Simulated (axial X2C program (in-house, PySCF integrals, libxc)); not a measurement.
# AsCr: from the state search to constants

What are the state, bond length, wavenumber and bond energy of AsCr, and what does spin–orbit coupling change?

Program: an in-house X2C program for linear molecules on PySCF integrals. Level of theory: all-electron X2C, As dyall-cv3z, Cr dyall-cv3z. These are calculated values, not measurements.

## Step 1: Input

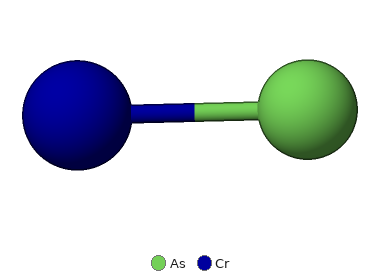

The two atoms at 2.430 Å (arsenic green, chromium blue).

The input, task.json:

```json
{
 "zs": [
  33,
  24
 ],
 "q": 0,
 "bas": [
  "dyall-cv3z",
  "dyall-cv3z"
 ],
 "levels": [
  "PBE0",
  "HF",
  "PBEsol"
 ],
 "cc": true,
 "r0": 2.43,
 "thr": -2.0,
 "nmax": 90,
 "npts": 10,
 "nst": 2,
 "ntry": 6
}
```

Keys: zs atomic numbers; q charge; bas basis sets; levels methods (HF also brings MP2); cc coupled cluster on or off; r0 starting distance in Å; thr threshold in hartree for freezing inner shells (an s shell follows its p shell); nmax most natural virtual spinors; npts points asked for on the curve; nst determinants followed; ntry starts of the search.

The run is started by

```console
$ python so2c.py task.json out
```

Spin-free means the one-electron spin-free X2C Hamiltonian; two-component (2c) means X2C with spin–orbit coupling and atomic mean-field two-electron Coulomb and Gaunt terms. Basis: As dyall-cv3z contracted to [9s9p6d4f1g], Cr dyall-cv3z contracted to [9s10p6d3f2g]; Gaussian nuclei, density fitting. Masses: As 74.922 u, Cr 51.941 u.

Notation: σ, π±, δ± give the projection m of an orbital's angular momentum (0, ±1, ±2), α and β its spin, Λ and M_S the sums; ω is the projection of a spinor's total angular momentum and Ω the sum. Logs are in hartree.

The results follow Hamiltonian by Hamiltonian and level by level.

## Step 2: Search for the lowest determinant

PBE0 moves the distance from 2.430 Å to 2.550 Å and compares determinants there.

Spin-free determinants:

| ΔE (eV) | state | open shells |
| --- | --- | --- |
| 0.00 | M_S = 7/2, Λ = 0 | beyond closed shells: σα, 2 × π+α, 2 × π-α, δ+α, δ-α |
| 0.55 | M_S = 5/2, Λ = 2 | beyond closed shells: σα, 2 × π+α, π+β, π-α, δ+α, δ-α |
| 0.55 | M_S = 5/2, Λ = 0 | beyond closed shells: σα, π+α, π+β, 2 × π-α, δ+α, δ-α |
| 1.11 | M_S = 7/2, Λ = 1 | beyond closed shells: 2 × σα, 2 × π+α, π+β, 2 × π-α, δ+α, δ-α |
| 1.37 | M_S = 7/2, Λ = 1 | beyond closed shells: 2 × σα, 2 × π+α, π-α, δ+α, δ-α |
| 1.59 | M_S = 5/2, Λ = 1 | beyond closed shells: 2 × π+α, π+β, 2 × π-α, δ+α, δ-α |
| 1.93 | M_S = 9/2, Λ = 0 | beyond closed shells: 3 × σα, 2 × π+α, 2 × π-α, δ+α, δ-α |

Two-component determinants:

| ΔE (eV) | state | open shells |
| --- | --- | --- |
| 0.00 | Ω = 7/2 | excess of +ω over −ω: ω = -1/2, ω = 3/2, ω = 5/2 |
| 0.40 | Ω = 5/2 | excess of +ω over −ω: ω = 5/2 |
| 0.53 | Ω = 9/2 | excess of +ω over −ω: ω = 1/2, ω = 3/2, ω = 5/2 |
| 0.55 | Ω = 1/2 | excess of +ω over −ω: ω = -1/2, ω = -3/2, ω = 5/2 |
| 0.68 | Ω = 5/2 | excess of +ω over −ω: ω = 5/2 |
| 1.61 | Ω = 5/2 | excess of +ω over −ω: 3 × ω = -1/2, ω = 3/2, ω = 5/2 |
| 1.65 | Ω = 3/2 | excess of +ω over −ω: 2 × ω = -1/2, ω = 5/2 |

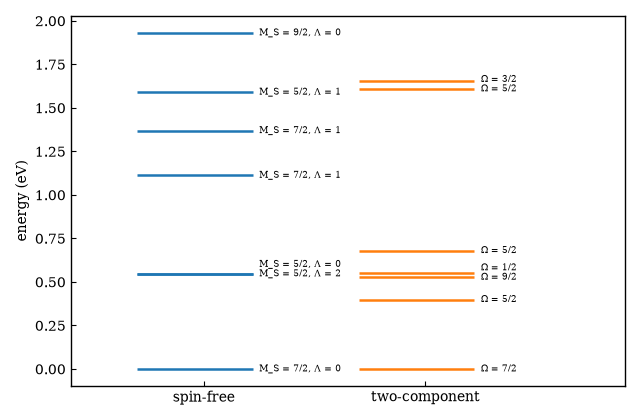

The determinants found, each set from its own lowest.

## Step 3: PBE0, spin-free

State followed: M_S = 7/2, Λ = 0 (beyond closed shells: σα, 2 × π+α, 2 × π-α, δ+α, δ-α). The scan is laid around 2.550 Å, a first estimate of the minimum, and this SCF restarts from the orbitals of the search.

Output at 2.550 Å:

```text
spin-free X2C-1e  PBE0
basis functions 211  fitting functions 1198  grid points 5801
iter        total energy     max residual
   1      -3311.154184230     1.75e-05
   2      -3311.154184228     3.46e-05
   3      -3311.154184237     7.19e-06
   4      -3311.154184238     3.45e-06
converged
one-electron -4922.57437817  Coulomb 1580.21408538  exact exchange -32.67966142  xc functional -100.47044612  nuclear repulsion 164.35621610
```

Along the bond, energies from the lowest point:

| R (Å) | E (eV) | μ (D) | HOMO (eV) | LUMO (eV) | iterations |
| --- | --- | --- | --- | --- | --- |
| 2.219 | 0.5320 | 3.40 | -5.43 | -2.92 | 12 |
| 2.321 | 0.2174 | 3.59 | -5.49 | -2.75 | 12 |
| 2.397 | 0.0845 | 3.72 | -5.53 | -2.65 | 12 |
| 2.474 | 0.0173 | 3.85 | -5.57 | -2.55 | 12 |
| 2.550 | 0.0000 | 3.98 | -5.60 | -2.47 | 4 |
| 2.639 | 0.0267 | 4.11 | -5.64 | -2.42 | 12 |
| 2.728 | 0.0897 | 4.23 | -5.62 | -2.50 | 12 |
| 2.843 | 0.2061 | 4.37 | -5.54 | -2.61 | 12 |
| 2.983 | 0.3795 | 4.48 | -5.46 | -2.72 | 12 |
| 3.188 | 0.6522 | 4.52 | -5.40 | -2.87 | 12 |

Dipoles are positive if Cr is the positive end.

Outer orbitals at the reference distance:

```
symmetry  occupied  ε (eV)              atomic character
      σα       yes  -15.93    81% As s, 8% Cr p, 6% Cr d
      σβ       yes  -14.01    81% As s, 8% Cr p, 6% Cr d
     π+α       yes   -6.97            60% Cr d, 39% As p
     π-α       yes   -6.97            60% Cr d, 39% As p
      σα       yes   -6.72  57% As p, 25% Cr d, 12% Cr s
     δ+α       yes   -6.23                     100% Cr d
     δ-α       yes   -6.23                     100% Cr d
      σβ       yes   -5.75   77% As p, 13% Cr s, 4% Cr d
      σα       yes   -5.74   55% Cr d, 38% Cr s, 6% As p
     π+α       yes   -5.60   51% As p, 42% Cr d, 6% Cr p
     π-α       yes   -5.60   51% As p, 42% Cr d, 6% Cr p
     π+β        no   -2.47    82% As p, 9% Cr p, 8% Cr d
     π-β        no   -2.47    82% As p, 9% Cr p, 8% Cr d
      σα        no   -2.33  35% Cr p, 30% Cr s, 19% As p
      σβ        no   -1.48   68% Cr s, 22% Cr p, 6% As p
```

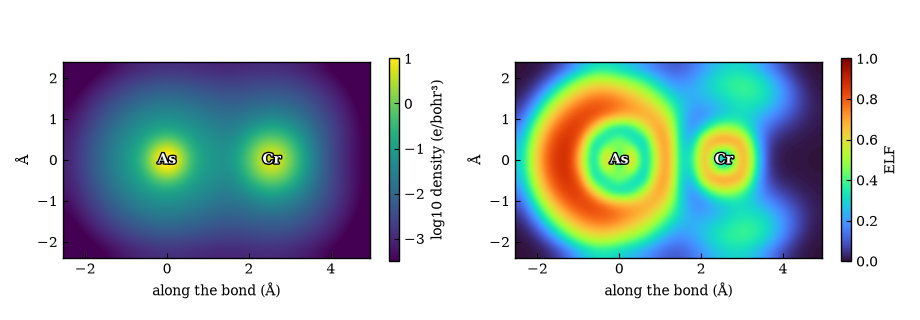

PBE0 fields in a plane through the axis, from a grid of 0.3 Å; As lies at z = 0 and Cr at z = 2.550 Å; the ELF is damped to zero where the density is low.

Re = 2.543 Å, ωe = 241.1 cm⁻¹, ωexe = 0.788 cm⁻¹, Be = 0.08496 cm⁻¹, De = 1.13 eV, μ = 3.97 D.

## Step 4: HF, spin-free

Output at 2.550 Å:

```text
spin-free X2C-1e  HF
basis functions 211  fitting functions 1198  grid points 5801
iter        total energy     max residual
   1      -3308.722722379     2.15e-01
   2      -3308.755314517     7.32e-03
   3      -3308.757397662     5.41e-03
   4      -3308.757772365     1.84e-03
   5      -3308.757990653     1.62e-03
   6      -3308.758095021     1.42e-03
   7      -3308.758194993     1.20e-03
   8      -3308.758332598     7.40e-04
   9      -3308.758401701     3.69e-04
  10      -3308.758406391     1.67e-04
  11      -3308.758410161     4.51e-05
  12      -3308.758410372     2.00e-05
  13      -3308.758410383     9.62e-06
  14      -3308.758410386     3.27e-06
  15      -3308.758410387     9.35e-07
converged
one-electron -4924.11268340  Coulomb 1581.94917661  exact exchange -130.95111970  xc functional 0.00000000  nuclear repulsion 164.35621610
```

No constants are quoted: the solution changes its character somewhere along the scan, so the fit is set aside.

## Step 5: PBEsol, spin-free

The SCF at the reference distance of 2.550 Å:

```text
spin-free X2C-1e  PBEsol
basis functions 211  fitting functions 1198  grid points 5801
iter        total energy     max residual
   1      -3308.398350976     1.43e-01
   2      -3308.401194985     2.55e-02
   3      -3308.373502244     7.50e-02
   4      -3308.404089744     1.45e-02
   5      -3308.406020500     5.01e-03
   6      -3308.406162069     1.47e-03
   7      -3308.406178040     1.24e-04
   8      -3308.406178692     1.65e-05
   9      -3308.406178694     9.25e-06
converged
one-electron -4921.19567784  Coulomb 1578.71997421  exact exchange 0.00000000  xc functional -130.28669116  nuclear repulsion 164.35621610
```

Re = 2.510 Å, ωe = 247.4 cm⁻¹, ωexe = 0.818 cm⁻¹, Be = 0.08726 cm⁻¹, De = 1.44 eV, μ = 3.04 D.

## Step 6: Correlated methods, spin-free

Correlated methods: 11 electrons correlated (frozen shells, counted by type: As 3 s, 2 p, 1 d; Cr 3 s, 2 p), 297 virtual spinors in MP2, 89 natural virtuals in coupled cluster.

Output of the correlated part at 2.550 Å:

```text
correlated 11  virtual 297  natural virtual 89  E(MP2) -0.200650154  MP2 remainder -0.009589714
iter   CCSD correlation   residual
   1     -0.207240238   1.07e-01
   2     -0.213676917   4.59e-02
   3     -0.215037979   2.20e-02
   4     -0.215415800   1.23e-02
   5     -0.215534336   6.12e-03
   6     -0.215551601   3.55e-03
   7     -0.215573029   2.08e-03
   8     -0.215583778   9.17e-04
   9     -0.215582564   3.52e-04
  10     -0.215584350   1.43e-04
  11     -0.215584322   5.65e-05
  12     -0.215584917   2.39e-05
  13     -0.215585094   1.24e-05
  14     -0.215585269   6.61e-06
  15     -0.215585315   3.39e-06
  16     -0.215585339   1.77e-06
  17     -0.215585360   1.06e-06
  18     -0.215585371   5.31e-07
(T) -0.008555767  T1 0.0407  D1 0.0890  max T2 0.056
```

T1 in the output is the amplitude norm over the root of the electron number; divide by √2 for the Lee–Taylor value.

MP2: No constants are quoted: the reference changes its character somewhere along the scan, so the fit is set aside.

CCSD: No constants are quoted: the reference changes its character somewhere along the scan, so the fit is set aside.

CCSD(T): No constants are quoted: the reference changes its character somewhere along the scan, so the fit is set aside.

## Step 7: A higher determinant, spin-free

State: M_S = 5/2, Λ = 2 (beyond closed shells: σα, 2 × π+α, π+β, π-α, δ+α, δ-α).

Output at the reference distance:

```text
spin-free X2C-1e  PBE0
basis functions 211  fitting functions 1198  grid points 5801
iter        total energy     max residual
   1      -3311.134107861     1.70e-05
   2      -3311.134107847     4.87e-05
   3      -3311.134107868     7.35e-06
   4      -3311.134107870     4.82e-06
converged
one-electron -4922.18552436  Coulomb 1579.77631659  exact exchange -32.65482603  xc functional -100.42629017  nuclear repulsion 164.35621610
```

| R (Å) | E above the lowest PBE0 point (eV) |
| --- | --- |
| 2.219 | 0.586 |
| 2.321 | 0.468 |
| 2.397 | 0.454 |
| 2.474 | 0.485 |
| 2.550 | 0.546 |
| 2.639 | 0.645 |
| 2.728 | 0.761 |
| 2.843 | 0.925 |
| 2.983 | 1.133 |

Re = 2.379 Å, ωe = 268.6 cm⁻¹, ωexe = 1.1 cm⁻¹, Be = 0.09714 cm⁻¹, μ = 4.24 D. Te = 0.45 eV.

## Step 8: The spin-free curves together

Energy (eV) of the followed determinant, spin-free, from each level's lowest point:

| R (Å) | PBE0 | HF (jumps) | MP2 (its reference jumps) | CCSD (its reference jumps) | CCSD(T) (its reference jumps) | PBEsol |
| --- | --- | --- | --- | --- | --- | --- |
| 2.219 | 0.532 | 0.827 | 0.520 | n/a | n/a | 0.428 |
| 2.321 | 0.217 | 0.420 | 0.203 | 0.242 | 0.235 | 0.154 |
| 2.397 | 0.085 | 0.225 | 0.073 | 0.098 | 0.094 | 0.046 |
| 2.474 | 0.017 | 0.100 | 0.011 | 0.023 | 0.021 | 0.000 |
| 2.550 | 0.000 | 0.030 | 0.000 | 0.000 | 0.000 | 0.001 |
| 2.639 | 0.027 | 0.000 | 0.035 | 0.021 | 0.023 | 0.045 |
| 2.728 | 0.090 | 0.011 | 0.108 | 0.079 | 0.083 | 0.122 |
| 2.843 | 0.206 | 0.068 | 0.242 | 0.193 | 0.198 | 0.252 |
| 2.983 | 0.380 | 0.176 | 0.456 | n/a | n/a | 0.439 |
| 3.188 | 0.652 | 0.345 | 0.832 | n/a | n/a | 0.725 |

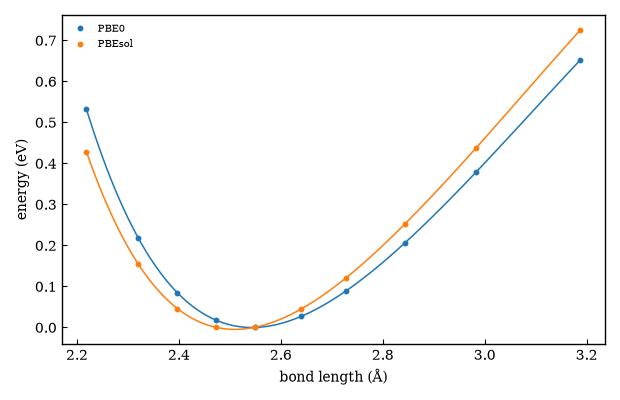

Curves of the followed state, spin-free, each from its own lowest point. Left out: HF, MP2, CCSD, CCSD(T).

[end of part 1 of 2]
